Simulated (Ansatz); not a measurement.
# AlHO (singlet): inputs that go wrong

4 inputs are run for AlHO (singlet) as typed; the log has to tell whether the result can be used and what must change.

Method: the settings change from run to run; program: Ansatz 0.2.0, Gaussian basis.

31 further runs of the same task are left out: 12 for a known fault of the program, 4 that didn't finish, 15 set aside as unsound or not needed.

### 1 What is computed

The geometry is a PBE0/def2-TZVP stationary point (not a proven minimum).

3 atoms, charge 0, spin multiplicity 1.

Atoms are counted from 1 here; the program's logs count them from 0.

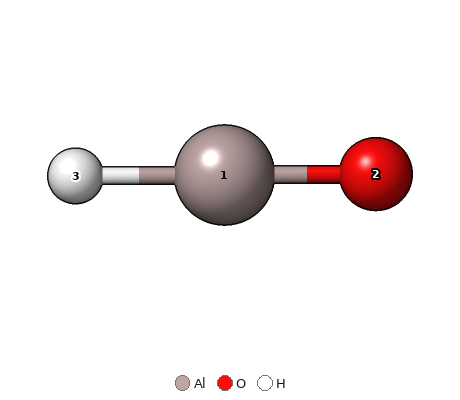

The geometry (aluminium light grey, oxygen red, hydrogen white); atoms are numbered from 1 in the order of the file.

### 2 Attempt 1

File in.yaml:

```yaml
crystal:
  periodic: [false, false, false]
  atoms:
    - {symbol: Al, position_ang: [0.000000, 0.000000, 0.008471]}
    - {symbol: O, position_ang: [0.000000, 0.000000, -1.585277]}
    - {symbol: H, position_ang: [0.000000, 0.000000, 1.576806]}
basis:
  gaussian: {orbitals: cc-pVDZ}
correlation: {method: fic_nevpt4_sd, electrons: valence, active_space: {window: {electrons: 4, orbitals: 2}, states: [{multiplicity: 1, weights: [1, 0.5]}]}}
```

The run is started by

```console
$ ansatz run in.yaml --threads 1 --pin off --events-out ev --progress --plain --max-ram 2393MiB
```

The program printed:

```text
Functional definition: HF
  name "HF"
  cite "Fock, Z. Phys. 61, 126 (1930) doi:10.1007/BF01340294"
  parent pbe
  exchange = exact_x
  correlation = 0
634 factors; integrals over basis functions are off by at most 1.4e-7 eV
mean field evaluation 1: about -8628.1114 eV, gradient 5.2e1 eV
mean field evaluation 2: about -8628.1146 eV, gradient 5.2e1 eV
mean field evaluation 4: about -8634.5129 eV, gradient 4.0e0 eV
mean field evaluation 8: about -8634.5873 eV, gradient 1.3e-3 eV
mean field -8634.58731066 eV, -317.3152309331 hartree, gradient 1.7e-6 eV, S^2 0.000000; 0 other end points of the search recorded, 0 dependent functions left out
reference -8634.58731066 eV, -317.3152309331 hartree; 11, 11 occupied and 26, 26 virtual orbitals, 634 factors
Error: 2 states are sought, and the space of determinants holds 1 states of this symmetry and spin
```

Wall time 0.27 s (1 thread of Arm Neoverse V2, shared host).

Diagnosis: The run stopped with an error. It says: «2 states are sought, and the space of determinants holds 1 states of this symmetry and spin». Cure: ask for fewer states or enlarge the space.

### 3 Attempt 2

File in.yaml:

```yaml
crystal:
  periodic: [false, false, false]
  atoms:
    - {symbol: Al, position_ang: [0.050000, 0.000000, -1.535277]}
    - {symbol: O, position_ang: [0.000000, 0.000000, -1.585277]}
    - {symbol: H, position_ang: [0.000000, 0.000000, 1.576806]}
basis:
  gaussian: {orbitals: STO-3G, point_charges: [{charge: 0.50, position_ang: [2.992, 0.941, 0.778]}]}
magnetization: {spin_polarized: true, initial_magnetization: 0}
correlation: {method: mp2, electrons: outside_noble_gas}
accuracy: high
```

Launched as before.

The program printed, shortened:

```text
Functional definition: HF
  name "HF"
  cite "Fock, Z. Phys. 61, 126 (1930) doi:10.1007/BF01340294"
  parent pbe
[...]
247 factors; integrals over basis functions are off by at most 1.1e-8 eV
[...]
mean field 5832.10654462 eV, 214.3259623709 hartree, gradient 1.2e-8 eV, S^2 0.418785; 8 other end points of the search recorded, 0 dependent functions left out
6 core orbitals not correlated: weight in the atoms' cores, before any rotation towards them, 0.687 or more for the frozen orbitals, at most 0.146 for the correlated occupied ones
reference 5832.10654462 eV, 214.3259623709 hartree; 5, 5 occupied and 4, 4 virtual orbitals, 247 factors
second order -0.20391759 eV of doubles, -0.00000000 eV of singles
Total energy: 5831.90262703 eV, 214.3184685378 hartree
```

It took 0.18 s on 1 thread of Arm Neoverse V2, shared host.

**Diagnosis.** The run converged, which proves nothing about the input. One atom lies on top of another. The shortest distance is 0.07 Å, against 1.57 Å in the geometry of step 1. Its energy belongs to another geometry. Fix: restore its position.

### 4 Attempt 3

File in.yaml:

```yaml
crystal:
  periodic: [false, false, false]
  atoms:
    - {symbol: Al, position_ang: [0.000000, 0.000000, 0.008471]}
    - {symbol: O, position_ang: [0.000000, 0.000000, -1.585277]}
    - {symbol: H, position_ang: [0.000000, 0.000000, 1.576806]}
basis:
  gaussian: {orbitals: "6-31G*"}
correlation: {method: fic_mrcisd_q, electrons: valence, active_space: {window: {electrons: 40, orbitals: 30}}}
```

Launched as before.

The program printed:

```text
Functional definition: HF
  name "HF"
  cite "Fock, Z. Phys. 61, 126 (1930) doi:10.1007/BF01340294"
  parent pbe
  exchange = exact_x
  correlation = 0
322 factors; integrals over basis functions are off by at most 8.4e-4 eV
mean field evaluation 1: about -8627.7146 eV, gradient 5.3e1 eV
mean field evaluation 2: about -8627.7225 eV, gradient 5.3e1 eV
mean field evaluation 4: about -8634.0996 eV, gradient 4.3e0 eV
mean field evaluation 8: about -8634.1755 eV, gradient 9.7e-4 eV
mean field -8634.17552536 eV, -317.3000981026 hartree, gradient 1.6e-6 eV, S^2 0.000000; 0 other end points of the search recorded, 0 dependent functions left out
reference -8634.17552536 eV, -317.3000981026 hartree; 11, 11 occupied and 25, 25 virtual orbitals, 322 factors
Error: 40 electrons in 30 orbitals form no window around the highest filled level of the reference
```

Wall time 0.15 s (1 thread of Arm Neoverse V2, shared host).

Diagnosis: The run stopped with an error. The active window can't be built from these electrons and orbitals. To mend it, choose counts that fit the spin, the electrons and the basis.

### 5 Attempt 4

File in.yaml:

```yaml
crystal:
  periodic: [false, false, false]
  atoms:
    - {symbol: Al, position_ang: [0.000000, 0.000000, 0.008471]}
    - {symbol: O, position_ang: [0.000000, 0.000000, -1.585277]}
    - {symbol: H, position_ang: [0.000000, 0.000000, 1.576806]}
basis:
  gaussian: {orbitals: cc-pVDZ}
correlation: {method: fic_nevpt4_sd, electrons: outside_noble_gas, active_space: {window: {electrons: 4, orbitals: 2}}}
scf: {lower_state_search: light}
nroots: 3
```

Same command.

The program printed:

```text
Error: YAML parse error: error: line 11 column 1: unknown field `nroots`, expected one of crystal, accuracy, basis, kpoints, hamiltonian, magnetization, projection, total_charge, correlation, batch, efield, external_charges, scf, relax, neb, saddle, md, ramp, phonons, dielectric, real_time, elastic, magnetic_configurations, gw, evaluate, workflow, output, checkpoint, execution
  --> <input>:11:1
   |
 9 | correlation: {method: fic_nevpt4_sd, electrons: outside_noble_gas…
10 | scf: {lower_state_search: light}
11 | nroots: 3
   | ^ unknown field `nroots`, expected one of crystal, accuracy, basis, kpoints, hamiltonian, magnetization, projection, total_charge, correlation, batch, efield, external_charges, scf, relax, neb, saddle, md, ramp, phonons, dielectric, real_time, elastic, magnetic_configurations, gw, evaluate, workflow, output, checkpoint, execution
```

Wall time 0.03 s (1 thread of Arm Neoverse V2, shared host).

What is wrong: The run was refused. The input holds a key that the program doesn't read here. To mend it, remove it or spell it as the reference does.

### 6 Summary

```
attempt                    level                ended                                                                                        cause    time
      1  NEVPT4(SD)(4,2)/cc-pVDZ  stopped by an error  2 states are sought, and the space of determinants holds 1 states of this symmetry and spin  0.27 s
      2        MP2 on UHF/STO-3G            converged                                                              one atom lies on top of another  0.18 s
      3   MRCISD+Q(40,30)/6-31G*  stopped by an error                           the active window can't be built from these electrons and orbitals  0.15 s
      4  NEVPT4(SD)(4,2)/cc-pVDZ              refused                                     the input holds a key that the program doesn't read here  0.03 s
```

2 stopped by an error, 1 converged, 1 refused. The input that converges on a wrong geometry or spin is the dangerous one: no error points at it, so geometry and ⟨S²⟩ have to be checked.
